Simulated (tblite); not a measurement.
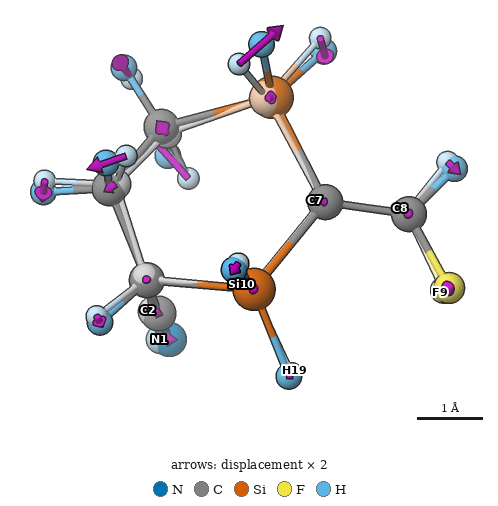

A relaxation of C$_{6}$H$_{10}$FNSi$_{2}$. The starting structure is drawn faded, the final one solid; purple arrows show the displacements, 2 times their true length. The two geometries are superimposed by the best rigid fit.

The picture is a ball-and-stick view, seen at a tilt.

Theory: GFN2-xTB geometry optimisation, gas phase (tblite). 

Question: Atoms of which element are displaced furthest, and by how much?

Answer: Hydrogen: up to 0.51 Å, against 0.18 Å for carbon.

Question: Describe the change and its energy.

Answer: An H atom moves most after the best rigid fit: 0.51 Å. By element the largest moves are H 0.51 Å, C 0.18 Å, F 0.16 Å, N 0.14 Å, Si 0.12 Å. Some distances before and after: C–Si 1.851 → 1.927 Å, C–C 1.475 → 1.430 Å, C–C 1.491 → 1.530 Å, C–Si 1.854 → 1.888 Å. Among the angles between lasting bonds that change: C–C–Si 106.0° → 114.5°, F–C–H 118.5° → 110.7°, C–C–H 114.2° → 108.3°. Groups turn about C–Si by about 20°, C–C by about 20°. Over 74 geometry steps the energy falls by 0.497 eV. The run took 1.3 s on 1 thread of Arm Neoverse N1, with other jobs on the host.
